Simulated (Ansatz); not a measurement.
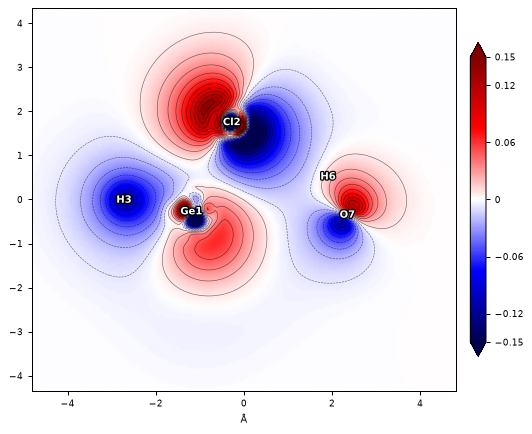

Figure 1: CH₅ClGe···H₂O. The HOMO−1 on the plane of atoms Cl2, Ge1 and H3 (values in Å⁻³ᐟ²; the overall sign is arbitrary).

The calculation used RKS revPBE/def2-SVP (Ansatz).

Input file:

```
crystal:
  periodic: [false, false, false]
  atoms:
    - { symbol: Ge, position_ang: [-0.078302, -0.280608, -1.111295] }
    - { symbol: Cl, position_ang: [1.788067, 0.916709, -1.245196] }
    - { symbol: H, position_ang: [-0.038601, -1.152274, -2.40382] }
    - { symbol: H, position_ang: [-1.266517, 0.711777, -1.210532] }
    - { symbol: C, position_ang: [-0.045567, -1.404603, 0.495635] }
    - { symbol: H, position_ang: [0.699039, 1.932163, 0.920667] }
    - { symbol: O, position_ang: [-0.171302, 1.744807, 1.319095] }
    - { symbol: H, position_ang: [-0.922712, -2.08338, 0.471956] }
    - { symbol: H, position_ang: [-0.099216, -0.761005, 1.3922] }
    - { symbol: H, position_ang: [0.878777, -2.014337, 0.507882] }
    - { symbol: H, position_ang: [-0.743565, 2.390751, 0.863408] }
basis:
  gaussian: { orbitals: def2-SVP }
hamiltonian:
  xc: revpbe
relax:
  f_tol: 0.03
  max_steps: 50
output:
  orbitals: {}
```

Command:

```sh
ansatz run input.yaml --threads 2 --pin off --max-ram 3072MiB --backend cpu --events-out ev --progress --plain --runs-dir out
```

The fields are those of the relaxed geometry.

Describe this orbital and give its energy.

Answer. By Hirshfeld shares it lies mainly on Cl2 (about 70 %), C5 (about 10 %) and Ge1 (about 10 %); largely a lone pair of Cl2. Its energy is −7.09 eV.
